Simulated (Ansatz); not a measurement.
```xyz
3

Si    1.1712   -0.3304    0.5540
Si   -0.4795   -0.7127   -1.0244
Si   -0.6918    1.0431    0.4704
```

Geometry: B3LYP-D4/def2-TZVP.

Computed with Ansatz 0.2.0, UKS PBE0-D4/def2-TZVP.

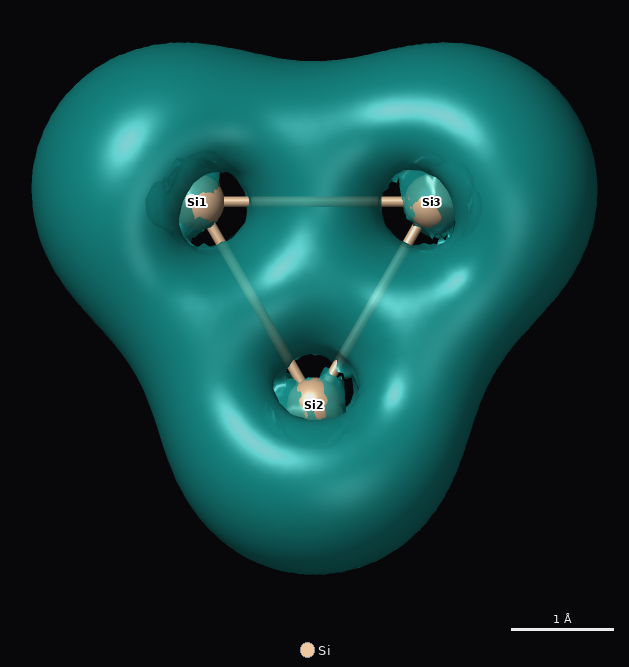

Si3 (charge +1, quartet). Isosurface of the spin density at +0.03 e/Å³ (teal), seen across its widest extent.

**Where is the unpaired spin?**

The unpaired spin (3 electrons) lies mostly on Si1 (about 1.0), Si2 (about 1.0) and Si3 (about 1.0), in electrons by Hirshfeld's partition.
